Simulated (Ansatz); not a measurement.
# H₃InO (SMILES [OH2]->[InH]) (triplet): what the fields show

Input

```
crystal:
  periodic: [false, false, false]
  atoms:
    - symbol: In
      position_ang: [-0.883595, -0.932547, -0.258260]
    - symbol: O
      position_ang: [-0.086504, 1.148007, 0.820574]
    - symbol: H
      position_ang: [-0.798453, 1.702560, 1.152882]
    - symbol: H
      position_ang: [-0.146539, -2.157488, 0.765043]
    - symbol: H
      position_ang: [0.452571, 1.696158, 0.242880]
basis:
  gaussian: {orbitals: def2-TZVPD}
hamiltonian: {xc: {name: PBE0}}
magnetization: {spin_polarized: true, initial_magnetization: 2}
output: {forces: true, orbitals: {seedname: orbitals}}
```

Launched as:

```sh
ansatz run input.yaml --threads 1 --pin off --max-ram 2610MiB --events-out events.jsonl --progress --plain --runs-dir runs
```

Geometry: PBE0-D4/def2-TZVP; core potentials replace the inner electrons of In.

Computed with Ansatz 0.2.0, isolated molecule in a Gaussian basis; Kohn-Sham density functional theory, functional PBE0.

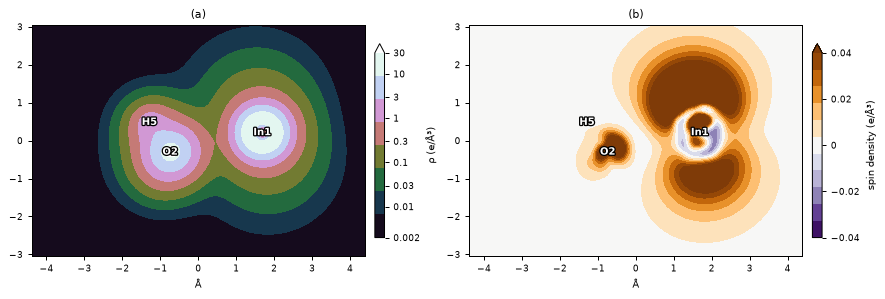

Figure 1. (a) electron density; (b) spin density on the plane of atoms In1, O2 and H5.

Q: What does the map show?

A:
- Atoms in the plane: In, O and H.
- In–O (2.48 Å): the density is about 0.24 e/Å³ at the midpoint.
- O–H (0.96 Å): ρ at the midpoint is about 3.8 e/Å³.
- The unpaired spin (2 electrons) lies mostly on In1 (about 1.6) and H4 (about 0.3), in electrons by Hirshfeld's partition.

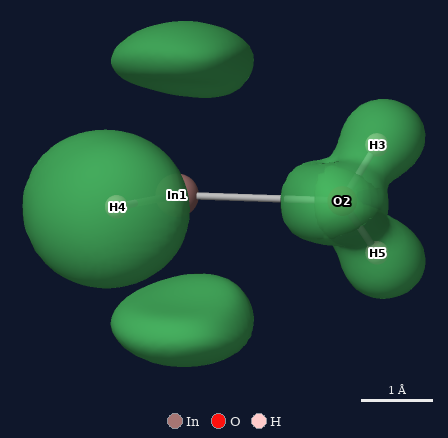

Figure 2. Isosurface of the ELF at 0.75 (green), seen across its widest extent. Only the valence region is drawn (cores and ρ < 0.01 e/Å³ removed).

Q: Identify the bonds, lone pairs and shells in this picture.

A: The ELF exceeds this value in one region around a hydrogen nucleus, two lobes on In, pointing away from the bonds (non-bonding electrons) and one joined region spread over several atoms (H, O), in which their bonds and any lone pairs are merged. Along the contacts the grid gives the following. In–O (2.48 Å): the ELF is about 0.10 at the midpoint. O–H (0.96 Å): the ELF climbs to about 1 towards the hydrogen, as it does in any bond to H: a covalent bond by its length.

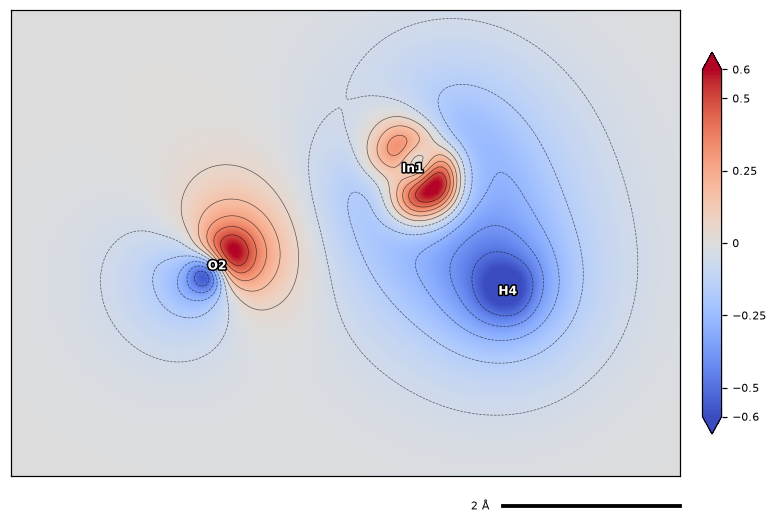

Figure 3. The HOMO (β) on the plane of atoms O2, In1 and H4 (values in Å⁻³ᐟ²; the overall sign is arbitrary).

Q: What is the character of this orbital?

A: By Hirshfeld shares it lies mainly on In1 (about 55 %), H4 (about 35 %) and O2 (about 10 %). Its energy is −9.12 eV.
